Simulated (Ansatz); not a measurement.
System: AlH$_{2}$MgNP (charge +1).

Input file:

```
basis:
  gaussian:
    orbitals: def2-TZVPD
crystal:
  periodic: [false, false, false]
  atoms:
    - {symbol: Al, position_ang: [2.048902, -0.469626, 0.566549]}
    - {symbol: Mg, position_ang: [-0.273013, -0.087923, 2.358905]}
    - {symbol: "N", position_ang: [1.180937, 0.792934, -0.480467]}
    - {symbol: P, position_ang: [-0.178186, 1.498901, 0.315127]}
    - {symbol: H, position_ang: [1.017017, 0.643875, -1.476310]}
    - {symbol: H, position_ang: [0.519479, 2.401532, 1.181065]}
total_charge: 1
hamiltonian:
  xc: pbe0
output:
  forces: true
  orbitals: {seedname: orbitals}
```

Command:

```sh
ansatz run input.yaml --threads 1 --pin off --max-ram 2610MiB --events-out events.jsonl --progress --plain --runs-dir runs
```

Geometry: B3LYP/6-31G*.

The calculation used isolated molecule in a Gaussian basis; Kohn-Sham density functional theory, functional PBE0 (Ansatz).

Question: What will maps of the electron density and electron localisation function show?

Answer: P–N (1.73 Å): the density is about 1.2 e/Å³ at the midpoint; the ELF peaks at about 0.85 between the atoms: a polar covalent bond.
Mg–P (2.59 Å): ρ at the midpoint is about 0.32 e/Å³; the ELF peaks at about 0.90 in the valence shell of P, 1.1 Å from its nucleus, and is about 0.85 at the midpoint.

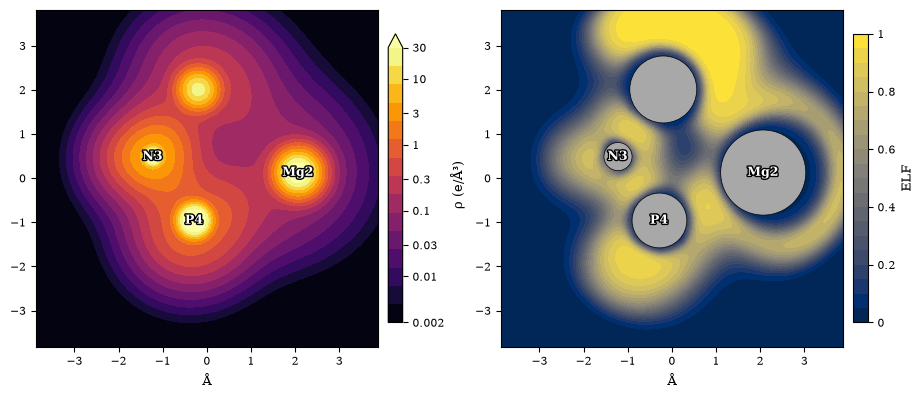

Computed electron density and electron localisation function on the plane of atoms Mg2, P4 and N3, in this order. Grey discs cover the atomic cores in the ELF map. 
